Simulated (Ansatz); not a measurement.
# What Sn2TeO (built on the sites of a database entry of SnO) distorts into

Wanted: the energy along a soft mode of Sn2TeO (built on the sites of a database entry of SnO) and the structure at the end.

Main program and level: Ansatz 0.2.0; DFT PBEsol, scalar-relativistic, plane waves, PAW.

The structure was built from a prototype and need not be the compound's stable phase.

### Step 1. The structure

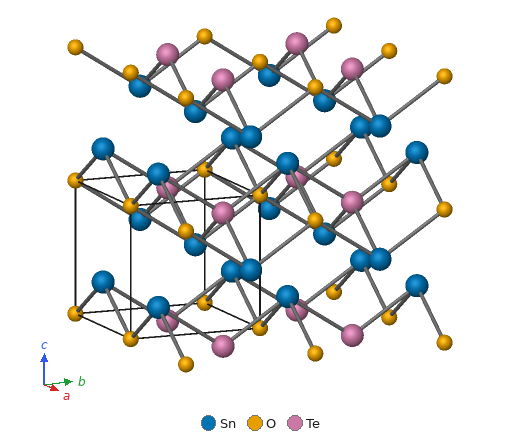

The cell as given, slightly off an axis (tin blue, oxygen orange, tellurium pink). 2×2×2 cells are drawn. Some periodic images of atoms are drawn too.

### Step 2. Response at finite wavevector

The cell comes from relaxations at this level that are not shown. Stability and thermal properties need the whole zone. Linear response on a 2×2×2 q mesh gives force constants as far as a supercell of that size would.

input.yaml reads:

```yaml
crystal:
  lattice:
    - [4.6545958854, 0.0, 0.0]
    - [0.0, 4.6545958854, 0.0]
    - [0.0, 0.0, 4.4974265172]
  atoms:
    - { symbol: Sn, position: [0.5, 0.0, 0.3328754615] }
    - { symbol: Sn, position: [0.0, 0.5, 0.6671245385] }
    - { symbol: O, position: [0.0, 0.0, 0.0] }
    - { symbol: Te, position: [0.5, 0.5, 0.0] }
kpoints:
  mp_grid: { grid: [12, 12, 12] }
hamiltonian:
  xc: pbesol
scf:
  occupations: { method: methfessel_paxton, width: 0.2 }
output:
  eigenvalues: true
phonons:
  method: dfpt
  qmesh: [2, 2, 2]
  temperatures: { t_max: 1000, t_step: 50 }
  qpath:
    path:
      - [[0.0, 0.0, 0.0], [0.0, 0.5, 0.0], [0.5, 0.5, 0.0], [0.0, 0.0, 0.0], [0.0, 0.0, 0.5], [0.0, 0.5, 0.5], [0.5, 0.5, 0.5], [0.0, 0.0, 0.5]]
      - [[0.0, 0.5, 0.0], [0.0, 0.5, 0.5]]
      - [[0.5, 0.5, 0.0], [0.5, 0.5, 0.5]]
    npoints: 10
```

Run with:

```sh
> ansatz run input.yaml --threads 4 --pin off --max-ram 14336MiB --backend cpu --events-out ev --progress --plain --runs-dir out
```

Numbers of over 12 decimals in the logs are rounded to 6 here.

The log of the run:

```text
Warning: phonons: the dynamical matrix that this run interpolates holds no multipole term above the dipole-dipole one, and a site of this crystal is no centre of inversion, so its interpolated transverse optical and acoustic branches and sound speeds can stay off near Gamma, and the density of states and the thermodynamics with them. What a run solves at a wave vector of phonons.qpoints, Gamma apart, where the deck admits one, is free of this, and under fd what a larger phonons.supercell samples
Engine: ansatz 0.2.0, aarch64-unknown-linux-gnu
Pseudopotentials: kind: paw
Pseudopotential: Sn, paw, valence charge 14, recommended cutoff 420 eV (normal), Sn.paw.azcp
Pseudopotential: O, paw, valence charge 6, recommended cutoff 420 eV (normal), O.paw.azcp
Pseudopotential: Te, paw, valence charge 16, recommended cutoff 420 eV (normal), Te.paw.azcp
Functional definition: PBEsol
  exchange = pbesol_x
  correlation = pbesol_c
Crystal: 4 atoms, lattice volume = 97.438 Å³
Basis set: ecut = 420 eV, 1895 PW (Γ), exchange–correlation on 64×64×64 points (8 copies of the dense FFT grid, shifted against one another)
Bands: 30, of which v1, the nominal top of the filled ones, is band 25 counted from 1 (24 counted from 0)
Symmetry: 8 space group operations
k-points: 196 of 1728 (time reversal used)
Non-local potential: Sn, projectors of the file, l = 0: 2, l = 1: 2, l = 2: 2, l = 3: 2
Non-local potential: O, projectors of the file, l = 0: 2, l = 1: 2, l = 2: 1
Non-local potential: Te, projectors of the file, l = 0: 2, l = 1: 2, l = 2: 2, l = 3: 2
PAW form: soft (Blöchl's): semilocal exchange-correlation on the pseudo side does not see the compensation charge
PAW frozen core: Sn, regenerated for the run's functional, and the local potential with it (the file was generated under x = pbe(κ = 0.804, μ = 0.219515), c = pbe(β = 0.066725))
PAW frozen core: O, regenerated for the run's functional, and the local potential with it (the file was generated under x = pbe(κ = 0.804, μ = 0.219515), c = pbe(β = 0.066725))
PAW frozen core: Te, regenerated for the run's functional, and the local potential with it (the file was generated under x = pbe(κ = 0.804, μ = 0.219515), c = pbe(β = 0.066725))
PAW one-centre angular grid: Sn, 590 points (default); XC on 64 Gauss nodes
PAW one-centre angular grid: O, 110 points (default); XC on 64 Gauss nodes
PAW one-centre angular grid: Te, 590 points (default); XC on 64 Gauss nodes
Initial density: superposition of atomic densities (neutral atoms: chi_scale 0, normalization atom), corrected by the library's trained network
Initial wavefunctions: pseudopotential atomic-orbital guess
Functional: x = pbesol(κ = 0.804, μ = 0.123457), c = pbesol(β = 0.046)
SCF iter   1: F=—  HF=-19359.391610 eV  |F-HF|=—  |Δ(HF+E_count)|=         —  Δρ=1.04e-2  dr2=1.10e-1  ethr=1.77e-3  ⟨swp⟩=6.6  Hψ=26283  notcnv=0
preconditioner: auto → Kerker (q_TF=auto, 2.441 Å⁻¹)  [metal: Δε(μ)=0.094 eV  Ē_g=16.268 eV  σ=0.200 eV  W_gap=0.39  n_scr=26 (ndim 8)  ℏωp=23.8 eV  f_vac=0.000  D(μ)=0.61/eV (n_scr^D=0)]
SCF iter   2: F=—  HF=-19359.375974 eV  |F-HF|=—  |Δ(HF+E_count)|=   1.56e-2  S|Δr|=    0.00e0  Δρ=4.85e-3  dr2=2.61e-2  ethr=2.19e-4  ⟨swp⟩=1.0  Hψ=7448  notcnv=0
SCF iter   3: F=—  HF=-19359.372244 eV  |F-HF|=—  |Δ(HF+E_count)|=   3.73e-3  S|Δr|=    0.00e0  Δρ=6.53e-4  dr2=6.37e-4  ethr=5.23e-5  ⟨swp⟩=2.1  Hψ=7042  notcnv=0
SCF iter   4: F=—  HF=-19359.372135 eV  |F-HF|=—  |Δ(HF+E_count)|=   1.09e-4  S|Δr|=    0.00e0  Δρ=3.44e-4  dr2=1.37e-4  ethr=1.27e-6  ⟨swp⟩=2.0  Hψ=10587  notcnv=0
SCF iter   5: F=—  HF=-19359.372067 eV  |F-HF|=—  |Δ(HF+E_count)|=   6.74e-5  S|Δr|=    0.00e0  Δρ=1.10e-4  dr2=2.84e-5  ethr=2.74e-7  ⟨swp⟩=2.1  Hψ=9557  notcnv=0
SCF iter   6: F=—  HF=-19359.372061 eV  |F-HF|=—  |Δ(HF+E_count)|=   6.44e-6  S|Δr|=    0.00e0  Δρ=4.88e-5  dr2=4.49e-6  ethr=5.68e-8  ⟨swp⟩=3.0  Hψ=10827  notcnv=0
SCF iter   7: F=—  HF=-19359.372061 eV  |F-HF|=—  |Δ(HF+E_count)|=   5.97e-8  S|Δr|=    0.00e0  Δρ=9.14e-6  dr2=1.63e-7  ethr=8.97e-9  ⟨swp⟩=2.2  Hψ=10356  notcnv=0
SCF iter   8: F=—  HF=-19359.372061 eV  |F-HF|=—  |Δ(HF+E_count)|=   4.15e-8  S|Δr|=    0.00e0  Δρ=5.19e-6  dr2=3.47e-8  ethr=3.26e-10  ⟨swp⟩=2.0  Hψ=10658  notcnv=0
SCF iter   9: F=—  HF=-19359.372061 eV  |F-HF|=—  |Δ(HF+E_count)|=   1.09e-8  S|Δr|=    0.00e0  Δρ=1.56e-6  dr2=3.68e-9  ethr=6.95e-11  ⟨swp⟩=2.0  Hψ=9683  notcnv=0
SCF iter  10: F=—  HF=-19359.372061 eV  |F-HF|=—  |Δ(HF+E_count)|=  9.09e-11  S|Δr|=    0.00e0  Δρ=3.97e-7  dr2=3.57e-10  ethr=7.37e-12  ⟨swp⟩=2.6  Hψ=9098  notcnv=0
SCF iter  11: F=—  HF=-19359.372061 eV  |F-HF|=—  |Δ(HF+E_count)|=  1.09e-11  S|Δr|=    0.00e0  Δρ=1.06e-7  dr2=1.63e-11  ethr=1.00e-12  ⟨swp⟩=2.0  Hψ=6890  notcnv=0
SCF iter  12: F=-19359.372061 eV  HF=-19359.372061 eV  |F-HF|=3.64e-12  |Δ(HF+E_count)|=  3.64e-12  S|Δr|=    0.00e0  Δρ=4.52e-8  dr2=2.76e-12  ethr=1.00e-12  ⟨swp⟩=9.7  Hψ=30595  notcnv=0
SCF 1 converged in 12 iterations: F = -19359.372061 eV  dr2 = 2.76e-12
  greatest PAW one-centre occupation: 0.998 electrons in one spin orbital (limit 2), on the Te atom at site 3 (counted from 0), in its partial waves of l = 2
Initial density: read from a saved state, or passed on in memory by an earlier SCF of this step, an earlier step, the calling program or the single point that the run made first
iter 1 solved again at ethr=3.18e-7 eV; its pass at ethr=3.10e-3 eV (dr2=1.59e-4 eV) is discarded
SCF iter   1: F=—  HF=-19359.372060 eV  |F-HF|=—  |Δ(HF+E_count)|=         —  Δρ=1.15e-6  dr2=1.98e-9  ethr=3.18e-7  ⟨swp⟩=3.1  Hψ=43374  notcnv=0
eigensolver tolerance schedule: the retry pair's looser diagonalisation over-reported the residual by 80358.98 of it (diagonalisation noise at an unbounded share of the residual, at the tolerance the schedule requests for it); recorded, not acted on — ethr = c·dr2/N_el stays at c = 1.0e-1
preconditioner: auto → Kerker (q_TF=auto, 2.441 Å⁻¹)  [metal: Δε(μ)=0.058 eV  Ē_g=16.306 eV  σ=0.200 eV  W_gap=0.24  n_scr=26 (ndim 8)  ℏωp=23.8 eV  f_vac=0.000  D(μ)=0.54/eV (n_scr^D=0)]
SCF iter   2: F=—  HF=-19359.372061 eV  |F-HF|=—  |Δ(HF+E_count)|=   1.25e-6  S|Δr|=    0.00e0  Δρ=4.09e-7  dr2=1.96e-10  ethr=3.96e-12  ⟨swp⟩=4.1  Hψ=17148  notcnv=0
SCF iter   3: F=—  HF=-19359.372061 eV  |F-HF|=—  |Δ(HF+E_count)|=  2.55e-11  S|Δr|=    0.00e0  Δρ=2.94e-7  dr2=1.08e-10  ethr=1.00e-12  ⟨swp⟩=1.0  Hψ=5880  notcnv=0
SCF iter   4: F=—  HF=-19359.372061 eV  |F-HF|=—  |Δ(HF+E_count)|=  1.09e-11  S|Δr|=    0.00e0  Δρ=1.69e-7  dr2=4.14e-11  ethr=1.00e-12  ⟨swp⟩=1.0  Hψ=5880  notcnv=0
SCF iter   5: F=—  HF=-19359.372061 eV  |F-HF|=—  |Δ(HF+E_count)|=  1.46e-11  S|Δr|=    0.00e0  Δρ=1.16e-7  dr2=1.96e-11  ethr=1.00e-12  ⟨swp⟩=1.0  Hψ=5880  notcnv=0
SCF iter   6: F=-19359.372061 eV  HF=-19359.372061 eV  |F-HF|=1.09e-11  |Δ(HF+E_count)|=  1.09e-11  S|Δr|=    0.00e0  Δρ=6.88e-8  dr2=7.04e-12  ethr=1.00e-12  ⟨swp⟩=3.2  Hψ=10865  notcnv=0
SCF 2 converged in 6 iterations: F = -19359.372061 eV  dr2 = 7.04e-12
phonons: the bands overlap, so this run is a metal and interpolates without the dipole-dipole term. If the crystal is really an insulator or semiconductor, its LO-TO splitting is missing
NSCF: frozen V_eff on 196 k-points
NSCF: frozen V_eff on 343 k-points
DFPT response loops at q = (0, 0, 0) (fractional): preconditioner auto → Kerker (q_TF=auto, 2.441 Å⁻¹) (partly filled bands, converged f_vac=0.000); β = 1.00, the filter's whole step (`scf.mixing.beta` (0.50) is not read by the response loops under this deck's `scf.mixing.preconditioner`; to damp them name `kerker` or `kerker_dos`, under which they read `scf.mixing.beta`, and type it under 1.00, their step now; both keys bind the ground state too); Broyden in place of MSR1
NSCF: frozen V_eff on 686 k-points
DFPT response loops at q = (0, 0, -0.5) (fractional): mixed as the last ones told, above
NSCF: frozen V_eff on 686 k-points
DFPT response loops at q = (0, -0.5, 0) (fractional): mixed as the last ones told, above
NSCF: frozen V_eff on 686 k-points
DFPT response loops at q = (0, -0.5, -0.5) (fractional): mixed as the last ones told, above
NSCF: frozen V_eff on 686 k-points
DFPT response loops at q = (-0.5, -0.5, 0) (fractional): mixed as the last ones told, above
NSCF: frozen V_eff on 686 k-points
DFPT response loops at q = (-0.5, -0.5, -0.5) (fractional): mixed as the last ones told, above
SCF converged after 12 iterations
Stability not checked: this state was not tested for a lower state beside it, because cold or Methfessel-Paxton smearing, or corrected tetrahedra, fill the levels in a way that the test cannot read (fill_not_monotonic; see scf.lower_state_search)
Free energy (F): -19359.372061 eV
Harris-Foulkes:  -19359.372061 eV  (|F-HF|=3.64e-12)
Internal energy: -19359.376616 eV  (E = F + TS)
E sigma→0 (E₀):  -19359.373200 eV
Entropy (-TS):   0.004556 eV (1.139 meV/atom)
Fermi energy:    8.970285 eV
--- Per-component energies (eV) ---
  E_band       = -456.270793
  E_kinetic    = 723.707482
  E_local      = -3376.864077  (includes V_loc(G=0)·N_el)
  E_nonlocal   = -320.781280
  E_hartree    = 2012.924972
  E_xc         = -954.785947
  E_vxc        = -391.022815  (∫ρ·V_xc dr)
  E_paw        = -12861.945991  (= ΣΔE_a)
  E_vpaw       = -1117.162081  (= ΣTr[D̂ρ^β])
  E_aug_tail   = 0.002076  (compensation charges beyond the density's cutoff)
  E_ewald      = -4582.613634
  E_core_change = 0.979783  (= ΣΔE_core)
  E_smearing   = 0.004556  (= −TS)
  E_closure    = 0.000000  (closes the sum)
  Σ components = -19359.372061   (vs F -19359.372061, Δ=0.00e0)
--- Band table (eV; the first three rows and the last of 196) ---
  k-point 0: bands = [... 21 lower, 7.3994, 7.9155, 7.9461, 7.9461, 10.4133, 12.0360, 12.0360, 12.6785, ... 1 higher]
  k-point 1: bands = [... 21 lower, 7.4970, 7.8641, 7.9458, 7.9458, 10.3804, 11.6765, 11.6765, 12.4861, ... 1 higher]
  k-point 2: bands = [... 21 lower, 7.7328, 7.7752, 7.9404, 7.9404, 10.1913, 11.0190, 11.0190, 12.1563, ... 1 higher]
  k-point 195: bands = [... 21 lower, 5.3740, 5.7812, 8.7453, 8.7453, 10.6810, 12.0878, 14.7003, 15.0211, ... 1 higher]
--- Phonons (Γ-DFPT): 7 representative perturbations + reference (Σ response iterations 21) ---
  ASR residual: 1.254e-5 → 0.000e0 eV/Å²; symmetrization residual: 1.093e-5 eV/Å²
  ASR residual per site (eV/Å²): 1.25e-5 1.25e-5 8.97e-6 5.03e-6
  Γ frequencies (cm⁻¹): -174.34 -174.34 -62.41 0.00 0.00 0.00 66.10 66.10 110.13 170.98 190.64 190.64
--- Phonons (arbitrary-q DFPT): 6 irreducible q on the 2×2×2 mesh ---
  q = [0.0000, 0.0000, 0.0000] (star 1, of the zone-centre solve; hermiticity 2.37e-6, symmetrization 4.89e-12): -174.34 -174.34 -62.41 -0.00 -0.00 0.00 66.10 66.10 110.13 170.98 190.64 190.64
  q = [0.0000, 0.0000, -0.5000] (star 1, 7 solved perturbations in 2107 linear systems a pass and spin channel, the states on 343 of 1728 k-point pairs; hermiticity 8.08e-6, symmetrization 2.99e-7): -166.56 -166.56 35.94 35.94 48.31 78.76 87.64 87.64 119.64 176.51 193.61 193.61
  q = [0.0000, -0.5000, 0.0000] (star 2, 12 solved perturbations on 343 of 1728 k-point pairs; hermiticity 1.08e-6, symmetrization 3.09e-8): -145.94 -141.28 -42.28 -20.87 22.64 59.53 77.64 105.08 165.64 168.94 195.25 208.18
  q = [0.0000, -0.5000, -0.5000] (star 2, 12 solved perturbations on 343 of 1728 k-point pairs; hermiticity 7.96e-7, symmetrization 4.35e-8): -160.09 -140.52 -80.82 -23.31 39.36 45.21 57.54 118.52 166.92 179.90 190.95 194.64
  q = [-0.5000, -0.5000, 0.0000] (star 1, 7 solved perturbations in 2107 linear systems a pass and spin channel, the states on 343 of 1728 k-point pairs; hermiticity 2.19e-6, symmetrization 5.97e-8): -201.97 -164.68 -164.68 -53.15 10.81 65.44 86.64 86.64 165.47 165.47 165.66 190.41
  q = [-0.5000, -0.5000, -0.5000] (star 1, 7 solved perturbations in 2107 linear systems a pass and spin channel, the states on 343 of 1728 k-point pairs; hermiticity 1.44e-6, symmetrization 3.51e-8): -219.18 -181.38 -181.38 -57.63 -47.11 28.52 94.63 94.63 161.15 162.86 162.86 197.75
  sum rule: each row above includes the acoustic sum rule's correction from the zone centre's row sums; it moved no ω² by more than (0.39 cm⁻¹)²
  mesh force constants: q→R imaginary residual 1.23e-17; ASR residual 1.254e-5 → 0.000e0 eV/Å²; symmetrization residual 5.329e-15 eV/Å²
  interpolated dispersion: 93 rows × 12 modes
  density of states and harmonic sums: on the 14×14×14 q-mesh, interpolated from the force constants of a 2×2×2 supercell (no non-analytic term)
  largest difference from the sums on the solved wave vectors: F 5.53e-2 eV, S 6.49e-5 and C_V 9.73e-6 eV/K
  zero-point energy: 0.059527 eV/cell   skipped modes (ω ≤ 0): 1146, of them read as no rigid motion or as one in doubt: 1143 (4.012e0 modes/cell left out, lowest -219.18 cm⁻¹)   left out of the sums: 3.34e-1 of the cell's modes: C_V's classical limit lies that fraction below 3 k_B per atom; for a crystal, a wire or a layer, F and S can be off by more, and a phonons.interpolated_qmesh denser along its periods is the remedy for the sampling
```

It took 21 min on 4 threads of Arm Neoverse V1, shared host; peak memory 2.7 GiB; 82 min of CPU time.

Numbers from this step:

```
volume per atom                                         : 24.36 Å³
gap on the k-mesh                                       : 0 eV
sum-rule residual before enforcement                    : 1.25e-5 eV/Å²
lowest frequency on the path                            : -219.2 cm⁻¹
point group                                             : -42m
highest frequency on the path or at a solved wavevector : 208.2 cm⁻¹
highest optical mode at the zone centre (no LO-TO term) : 190.6 cm⁻¹
lowest optical zone-centre mode                         : -174.3 cm⁻¹
lowest mode on the q mesh (acoustic modes at Γ apart)   : -219.2 cm⁻¹
```

Frequencies (cm⁻¹) solved at each irreducible wavevector; negative means imaginary. Frequencies by wavevector, by row:

| q in reciprocal lattice units | star | mode 1 | mode 2 | mode 3 | mode 4 | mode 10 | mode 11 | mode 12 |
| --- | --- | --- | --- | --- | --- | --- | --- | --- |
| 0 0 0 | 1 | -174.3 | -174.3 | -62.4 | 0 | 171 | 190.6 | 190.6 |
| 0 0 -0.5 | 1 | -166.6 | -166.6 | 35.9 | 35.9 | 176.5 | 193.6 | 193.6 |
| 0 -0.5 0 | 2 | -145.9 | -141.3 | -42.3 | -20.9 | 168.9 | 195.2 | 208.2 |
| 0 -0.5 -0.5 | 2 | -160.1 | -140.5 | -80.8 | -23.3 | 179.9 | 190.9 | 194.6 |
| -0.5 -0.5 0 | 1 | -202 | -164.7 | -164.7 | -53.1 | 165.5 | 165.7 | 190.4 |
| -0.5 -0.5 -0.5 | 1 | -219.2 | -181.4 | -181.4 | -57.6 | 162.9 | 162.9 | 197.8 |

Interpolated from a 2×2×2 q mesh, rough between the solved points. Phonon branches along the path, in cm⁻¹:

| point | branch 1 | branch 2 | branch 3 | branch 4 | branch 9 | branch 10 | branch 11 | branch 12 |
| --- | --- | --- | --- | --- | --- | --- | --- | --- |
| Γ | -174 | -174 | -62 | 0 | 110 | 171 | 191 | 191 |
| X | -146 | -141 | -42 | -21 | 166 | 169 | 195 | 208 |
| M | -202 | -165 | -165 | -53 | 166 | 166 | 166 | 190 |
| Γ | -174 | -174 | -62 | 0 | 110 | 171 | 191 | 191 |
| Z | -167 | -167 | 36 | 36 | 120 | 176 | 194 | 194 |
| R | -160 | -140 | -81 | -23 | 167 | 180 | 191 | 195 |
| A | -219 | -181 | -181 | -58 | 161 | 163 | 163 | 198 |
| Z | -167 | -167 | 36 | 36 | 120 | 176 | 194 | 194 |
| jump to X | -146 | -141 | -42 | -21 | 166 | 169 | 195 | 208 |
| R | -160 | -140 | -81 | -23 | 167 | 180 | 191 | 195 |
| jump to M | -202 | -165 | -165 | -53 | 166 | 166 | 166 | 190 |
| A | -219 | -181 | -181 | -58 | 161 | 163 | 163 | 198 |

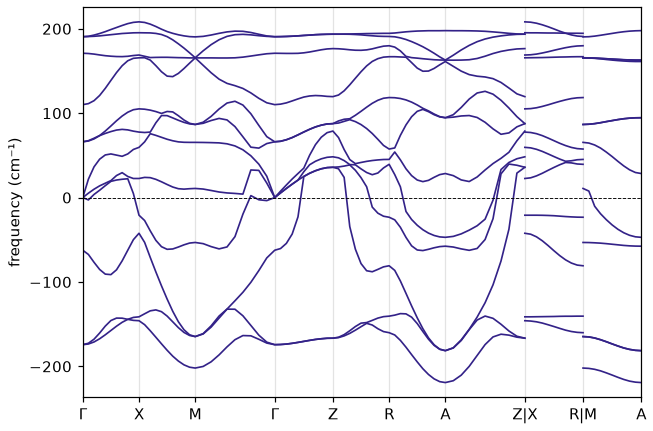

Phonon branches along the path.

Symmetry leaves 6 wavevectors to solve. The lowest mode among them, the acoustic zeros apart, lies at q = (-0.5, -0.5, -0.5) and is imaginary, 219.2i cm⁻¹, so the energy falls along it.

### Step 3. The mode frozen in, largest atomic shift 0 Å

The mode followed lies at q = (-0.5, -0.5, 0) with frequency 202.0i cm⁻¹, one of the unstable modes though not the softest. At small amplitude the distorted cell has space group no. 113 by a symmetry search on the positions. The undistorted cell that holds it gives the zero of energy on the same k mesh.

System of this step: Sn2TeO (built on the sites of a database entry of SnO). The structure is tetragonal, space group P-4m2 (No. 115). Conventional cell: a = 4.655 Å, b = 4.655 Å, c = 4.497 Å, α = 90.00°, β = 90.00°, γ = 90.00°. Nearest to Sn lie 2 O at 2.77 Å and 2 Te at 2.77 Å. Nearest to O lie 4 Sn at 2.77 Å. Te has 4 Sn at 2.77 Å nearest. Farther neighbours and most contacts between anions are not listed.

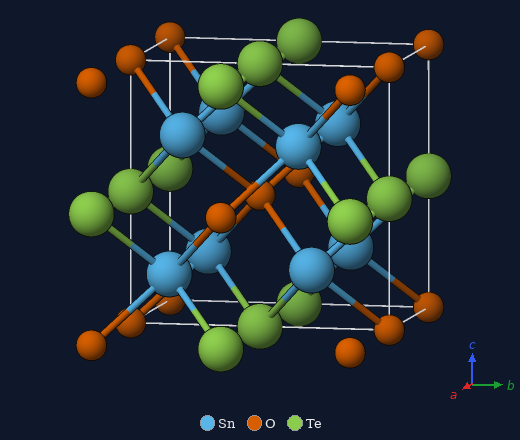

The cell of this step (tin blue, oxygen orange, tellurium green). Bonds to atoms that aren't drawn are left out. 2×1×1 cells are drawn. Some periodic images of atoms are drawn too.

input.yaml reads:

```yaml
crystal:
  lattice:
    - [0.0, 0.0, -4.4974265172]
    - [-4.6545958854, -4.6545958854, 0.0]
    - [-4.6545958854, 4.6545958854, 0.0]
  atoms:
    - { symbol: Sn, position: [0.6671245385, 0.25, 0.25] }
    - { symbol: Sn, position: [0.6671245385, 0.75, 0.75] }
    - { symbol: Sn, position: [0.3328754615, 0.25, 0.75] }
    - { symbol: Sn, position: [0.3328754615, 0.75, 0.25] }
    - { symbol: O, position: [0.0, 0.5, 0.5] }
    - { symbol: O, position: [0.0, 1.0, 1.0] }
    - { symbol: Te, position: [0.0, 0.0, 0.5] }
    - { symbol: Te, position: [0.0, 0.5, 0.0] }
kpoints:
  mp_grid: { grid: [8, 6, 6] }
hamiltonian:
  xc: pbesol
scf:
  occupations: { method: methfessel_paxton, width: 0.2 }
output:
  forces: true
  stress: true
  eigenvalues: true
```

The log of the run:

```text
[...]
Crystal: 8 atoms, lattice volume = 194.876 Å³
Basis set: ecut = 420 eV, 3819 PW (Γ), exchange–correlation on 64×90×90 points (8 copies of the dense FFT grid, shifted against one another)
Bands: 60, of which v1, the nominal top of the filled ones, is band 50 counted from 1 (49 counted from 0)
Symmetry: 16 space group operations
[...]
k-points: 50 of 288 (time reversal used)
[...]
k-point 0: bands = [... 46 lower, 7.9175, 7.9482, 7.9482, 9.1443, 9.1443, 9.2814, 10.4119, 11.4551, ... 6 higher]
  k-point 1: bands = [... 46 lower, 7.7458, 8.1035, 8.1282, 8.7663, 9.1141, 9.9880, 10.7472, 11.5150, ... 6 higher]
  k-point 2: bands = [... 46 lower, 7.7997, 7.8341, 8.4607, 9.0253, 9.3525, 10.8053, 10.8215, 11.2028, ... 6 higher]
  k-point 49: bands = [... 46 lower, 7.9717, 7.9717, 8.2484, 8.2484, 10.6397, 10.6397, 11.1025, 11.1025, ... 6 higher]
[key lines of the parts left out:]
SCF converged after 8 iterations
Free energy (F): -38718.744923 eV
Fermi energy:    8.982029 eV
P = ⅓ Tr σ = -0.0153 GPa (-0.153 kbar)
```

The job ended after 16 s (4 threads; peak memory 0.71 GiB; 62 s of CPU time).

Numbers from this step:

```yaml
pressure: -0.01528 GPa
energy_from_the_undistorted_cell: 0 meV/atom
```

The run ends at a pressure of -0.02 GPa, with forces up to 0.0089 eV/Å.

[end of part 1 of 3]

[Logs are printed without paths, hosts, clocks, repeated set-up lines and the standing remarks that a program may print on its own settings, such as how far it seeks lower states.]

[Hosts, paths, dates, database ids (printed as entryN), source tags and the programs' standing remarks are cut or masked in the printed files.]
